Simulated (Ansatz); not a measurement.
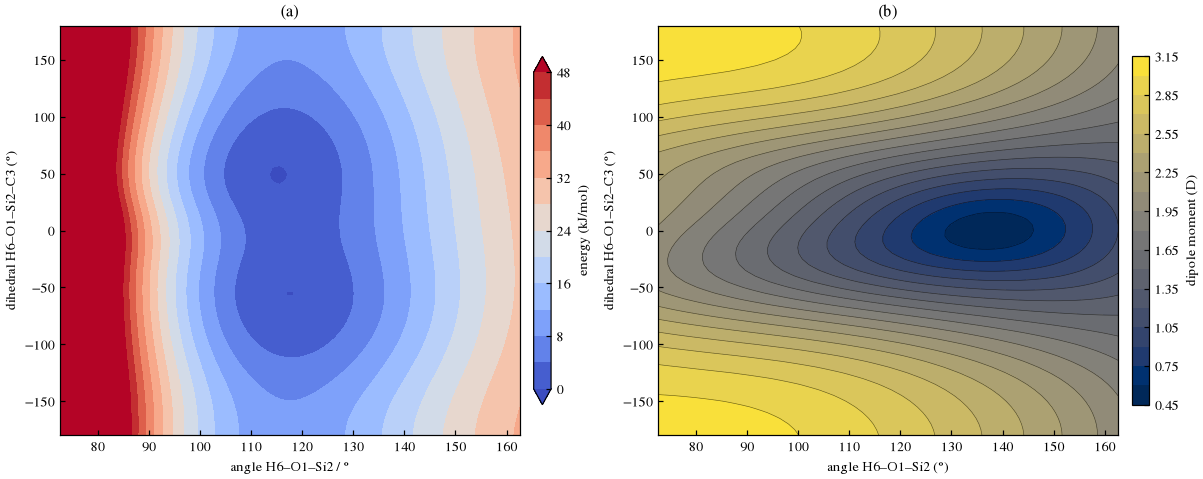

CH₄BrFOSi, SMILES O[SiH2]C(F)Br. First axis: angle H6–O1–Si2. Second axis: dihedral H6–O1–Si2–C3. Nothing is relaxed (all other coordinates rigid). The scan uses a 15 × 15 grid. Points are written as (first, second). Energies: kJ/mol, counted from the lowest grid point. These are results of Ansatz, RKS PBE0-D4/def2-SVP, not measurements.

Panel (a) is the energy and panel (b) the computed dipole moment on the same grid.

In the figure: filled contours, one colour for all values above the top of the scale. Between grid points the surface is interpolated.

How does the dipole moment vary over the map, and what is it at the lowest grid point?

Answer. Leaving out the highest fifth of the energies, it runs from 0.55 D at (136.9°, −12°) to 3.05 D at (91.9°, −180°). At the lowest grid point, (117.6°, −60°), it is 1.55 D.
